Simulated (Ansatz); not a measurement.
# Ligand exchange: Nb(CH3)(OH)2O + GaH2(OH) → Nb(OH)3O + GaH2(CH3)

Species: Nb(CH3)(OH)2O, singlet; GaH2(OH), singlet; Nb(OH)3O, singlet; GaH2(CH3), singlet. The partners trade CH3 for OH: Nb–CH3 and Ga–OH bonds give way to Nb–OH and Ga–CH3.

Shapes, held fixed at every level: PBE0-D4/def2-TZVP. Flexible molecules stand in one conformer, not always the lowest. Programs: Ansatz 0.2.0. Electronic energies: no zero-point or thermal term.

```json
{"level": "HF/def2-SVP", "kind": "Hartree–Fock", "ΔE (kJ/mol)": "-70.6", "less CCSD(T)/def2-TZVPP": "-14.0"}
{"level": "PBE-D4/def2-TZVPP", "kind": "GGA", "ΔE (kJ/mol)": "-61.0", "less CCSD(T)/def2-TZVPP": "-4.4"}
{"level": "r2SCAN-D4/def2-TZVPP", "kind": "meta-GGA", "ΔE (kJ/mol)": "-61.8", "less CCSD(T)/def2-TZVPP": "-5.2"}
{"level": "B2PLYP/def2-TZVPP", "kind": "double hybrid", "ΔE (kJ/mol)": "-60.2", "less CCSD(T)/def2-TZVPP": "-3.6"}
{"level": "MP2/def2-TZVPP", "kind": "perturbation theory", "ΔE (kJ/mol)": "-57.3", "less CCSD(T)/def2-TZVPP": "-0.7"}
{"level": "CCSD/def2-SVP", "kind": "coupled cluster or CI", "ΔE (kJ/mol)": "-60.0", "less CCSD(T)/def2-TZVPP": "-3.4"}
{"level": "CCSD/def2-TZVPP", "kind": "coupled cluster or CI", "ΔE (kJ/mol)": "-57.7", "less CCSD(T)/def2-TZVPP": "-1.1"}
{"level": "CCSD(T)/def2-TZVPP", "kind": "coupled cluster or CI", "ΔE (kJ/mol)": "-56.6", "less CCSD(T)/def2-TZVPP": "0.0"}
```

The highest level, CCSD(T)/def2-TZVPP, gives ΔE = -56.6 kJ/mol; the levels span -70.6 to -56.6. The column of differences is taken from that level and isn't an error. No measured value is set beside it here. T1 is large for Nb(CH3)(OH)2O (0.022), Nb(OH)3O (0.022), so single-reference values are less sure there. For atoms past krypton def2 sets carry core potentials with scalar relativity. Relativity is left out for Ga. Outer-core shells of Ga, Nb are correlated in most correlated rows, in sets that cover them unevenly.

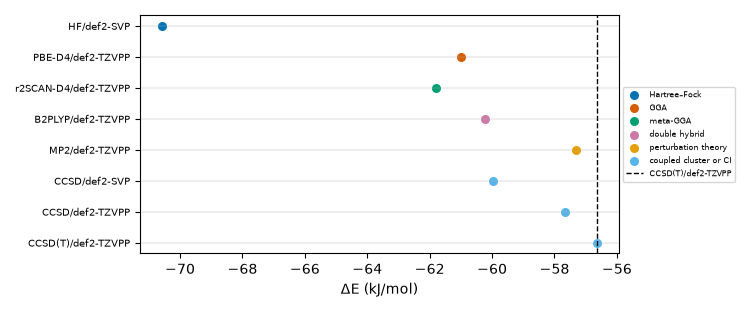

The values of the table, level by level.
